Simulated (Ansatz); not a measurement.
BHSF: several calculations on one system

### Relaxation

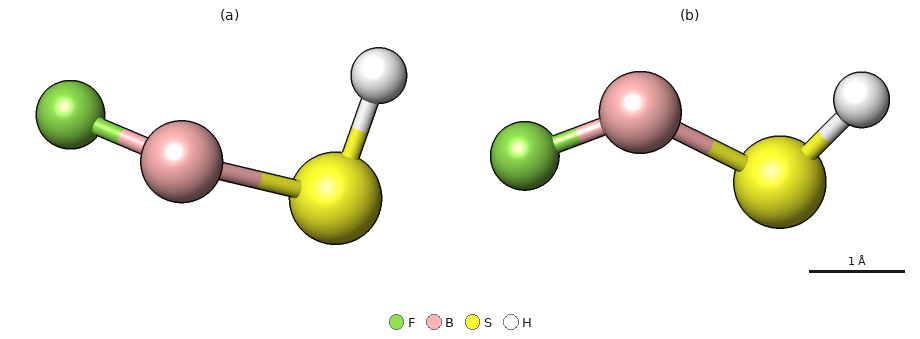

The structure of BHSF (multiplicity 2) before (left) and after (right) a relaxation, at one scale.

A ball-and-stick model, seen face on.

The run prepares an end point of a later path (hydrogen shift) calculation, from a guessed geometry.

These are results of UKS PBE/def2-SVP in Ansatz, not measurements. (collinear spin; force threshold 0.02 eV/Å; at most 50 steps)

Describe what moved and what it gained.

Answer. The atom that moves furthest after the best rigid fit is the B atom (0.59 Å). Largest moves by element: B 0.59 Å, F 0.47 Å, H 0.40 Å, S 0.25 Å. Among the contacts that change: B–F 1.443 → 1.319 Å, B–S 1.911 → 1.806 Å, H–S 1.407 → 1.361 Å. Among the angles between lasting bonds that change: B–S–H 88.8° → 94.1°. Groups turn about B–S by about 85°. Over 7 geometry steps the energy falls by 19.1 kcal/mol. Largest force component: 3.7 eV/Å at the start, 0.0055 eV/Å at the end.

### Relaxation

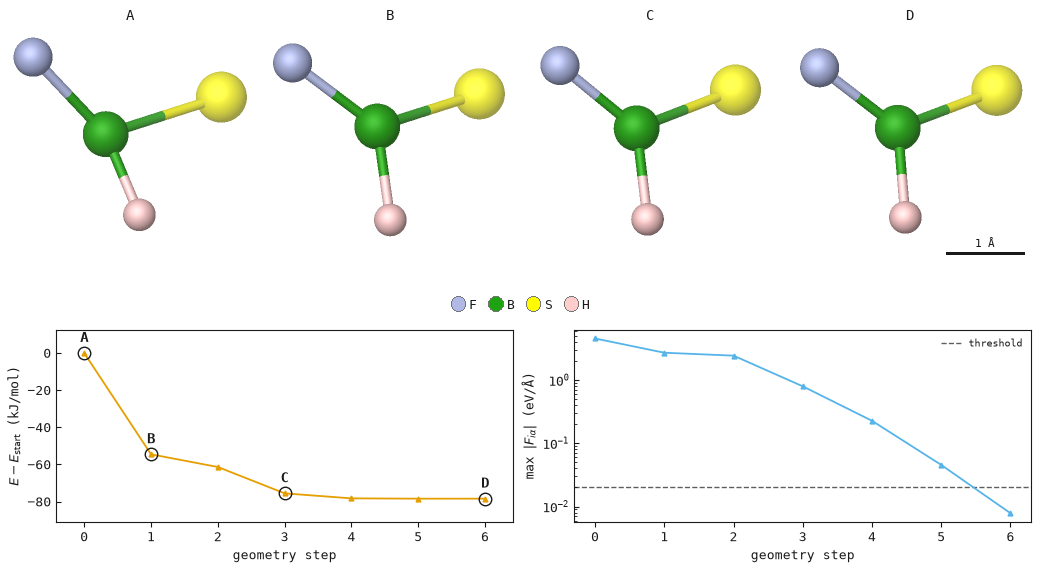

Frames of a relaxation of BHSF (multiplicity 2), marked on the history of the run. The picture is a ball-and-stick view, seen from a free direction.

The run prepares an end point of a later path (hydrogen shift) calculation, from a guessed geometry.

The calculation used UKS PBE/def2-SVP in Ansatz. (collinear spin; force threshold 0.02 eV/Å; at most 50 steps)

What happens along the run?

Answer. Over 6 geometry steps the energy falls by 78.4 kJ/mol. The largest force component goes from 4.5 to 0.0078 eV/Å. The largest move after the best rigid fit is that of the H atom, 0.20 Å. By element the largest moves are H 0.20 Å, B 0.18 Å, F 0.17 Å, S 0.11 Å. Among the contacts that change: B–S 1.911 → 1.774 Å, B–F 1.443 → 1.333 Å, B–H 1.170 → 1.227 Å. Bond angles that change, for instance: F–B–H 139.1° → 119.9°, S–B–H 95.3° → 114.4°, F–B–S 121.6° → 125.7°. The run took 11 s on 1 thread of Arm Neoverse V2 (shared host), peak memory 0.13 GiB. From step 0 to 1: the B atom moves most (0.20 Å), energy −54.5 kJ/mol. From step 1 to 3: the F atom moves most (0.10 Å), energy −21.0 kJ/mol. From step 3 to 6: F and H atoms move most (0.04 Å), energy −2.86 kJ/mol.

```
step  E − E(0), kJ/mol  largest force component, eV/Å
   0              0.00                         4.5470
   1            -54.52                         2.7068
   2            -61.35                         2.4335
   3            -75.54                         0.7964
   4            -78.24                         0.2269
   5            -78.40                         0.0455
   6            -78.40                         0.0078
```

### Path

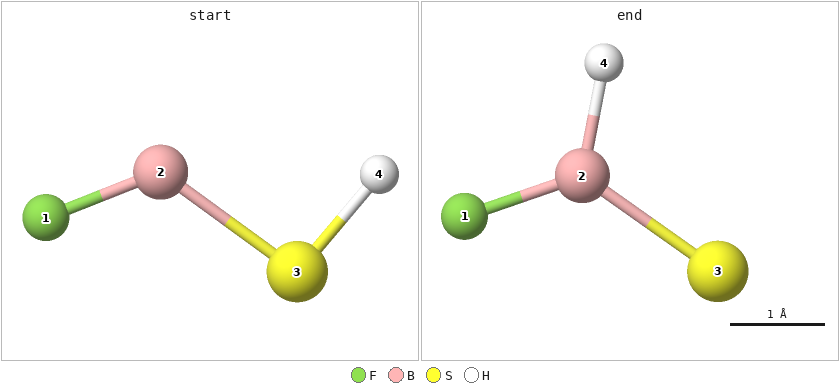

The two relaxed end points of a path for BHSF (multiplicity 2). The picture is a ball-and-stick view, seen at a tilt.

All numbers below come from UKS PBE/def2-SVP in Ansatz.

Set-up: 9 movable images; climbing image; force threshold 0.05 eV/Å; iteration limit 60.

Start:
```xyz
4

F     0.7920   -0.5043    1.6259
B     0.5056    0.1768    0.5327
S    -0.7016   -0.4035   -0.6794
H    -0.5406    0.6707   -1.4995
```

End:
```xyz
4

F     0.7958   -0.0394    1.1738
B     0.0972    0.0612    0.0427
S    -1.0890   -1.1171   -0.5489
H     0.2515    1.0349   -0.6880
```

What barrier does the band find between them, and by what path?

Answer. Forward barrier 16.0 kcal/mol, backward barrier 31.2 kcal/mol, with image 5 at the top; the reaction energy is −15.1 kcal/mol. A hydrogen atom shifts from one atom to another. Breaking: S3–H4 (1.36 → 1.51 at the top → 2.54 Å). Forming: B2–H4 (2.34 → 1.52 at the top → 1.23 Å). The band is converged. At the top, the vibrational analysis gives one imaginary mode (1197i cm⁻¹), as a transition state must have.

Energies of the converged images:

```csv
image,path (Å),E (kcal/mol)
0,0.00,0.0
1,0.16,1.1
2,0.33,4.2
3,0.49,8.7
4,0.66,13.6
5,0.82,16.0
6,1.03,11.2
7,1.23,0.5
8,1.43,-8.6
9,1.64,-13.6
10,1.84,-15.1
```

The geometry at the top of the path:

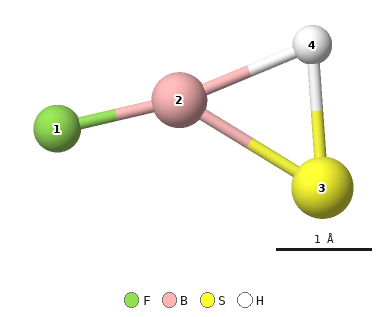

The run took 110 s on 1 thread of Arm Neoverse V2 (shared host), peak memory 0.11 GiB.
